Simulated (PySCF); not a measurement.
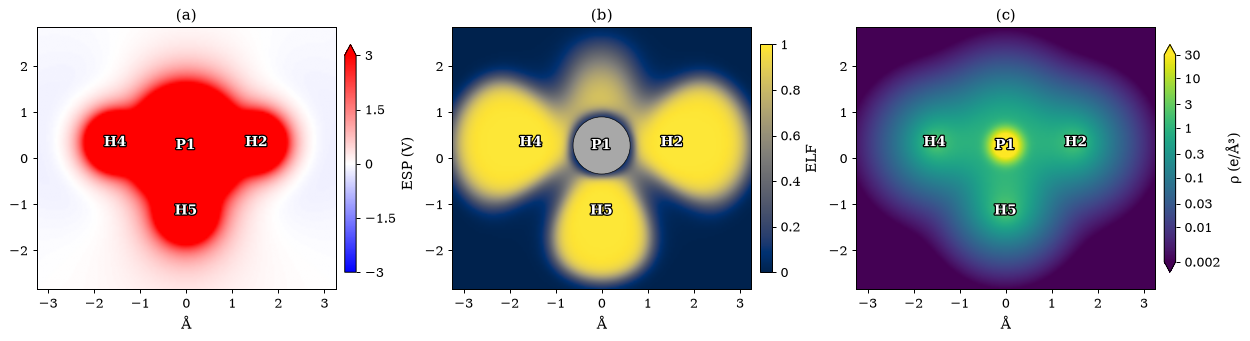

*H4P (doublet). (a) molecular electrostatic potential; (b) ELF; (c) total electron density on the plane of atoms H4, P1 and H5. Grey discs cover the atomic cores in the ELF map.*

Geometry: PBE0-D3(BJ)/def2-SVP.

All numbers below come from DFT single point, gas phase, functional CAM-B3LYP (PySCF 2.14.0, density-fitted response routines).

```xyz
5

P    -0.2941   -0.0979   -0.1047
H     0.2437   -1.1689   -1.0679
H     0.5466   -0.5399    0.9515
H    -1.0134    0.9129    0.8038
H     0.5505    0.9043   -0.6525
```

What do the fields say about this system?

Answer. The section cuts through P and H sites. P–H (1.42 Å): ρ at the midpoint is about 1.1 e/Å³; the ELF climbs to about 1 towards the hydrogen, as it does in any bond to H. The potential has no marked negative region in this plane.
